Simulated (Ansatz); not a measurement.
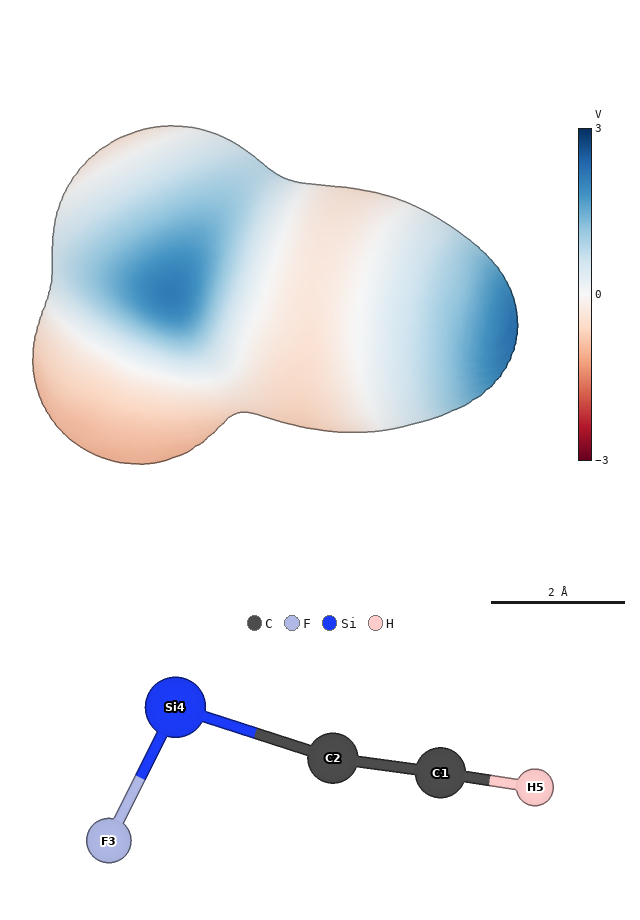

C2HFSi. The molecular electrostatic potential painted on the density surface at 0.002 e/bohr³, seen at a tilt; the colour scale runs from red (negative) to blue (positive). The bare structure is drawn below in the same view.

Geometry: PBE0-D3(BJ)/def2-SVP.

Method: Ansatz 0.2.0, isolated molecule in a Gaussian basis; Kohn-Sham density functional theory, functional PBE0.

Input file:

```
crystal:
  periodic: [false, false, false]
  atoms:
    - {symbol: C, position_ang: [-1.107583, 2.045747, 0.081919]}
    - {symbol: C, position_ang: [-1.428846, 1.491828, -0.959624]}
    - {symbol: F, position_ang: [-0.872376, 0.163119, -3.201383]}
    - {symbol: Si, position_ang: [-2.220341, 0.729384, -2.465792]}
    - {symbol: H, position_ang: [-0.805855, 2.529332, 0.995483]}
basis:
  gaussian:
    orbitals: def2-TZVPD
hamiltonian:
  xc: {name: PBE0}
output: {forces: true, orbitals: {seedname: orbitals}}
```

Command:

```sh
ansatz run input.yaml --threads 1 --pin off --max-ram 2610MiB --events-out events.jsonl --progress --plain --runs-dir runs
```

Question: Which sites attract a positive test charge, and which a negative one?

Answer: A positive charge is drawn to the negative regions and a negative charge to the positive ones. The most negative region (about −1.0 V) lies over F3, the most positive (about +2.2 V) over Si4 and H5.

Question: How polar is the molecule by this calculation?

Answer: Its dipole moment is 1.94 D.
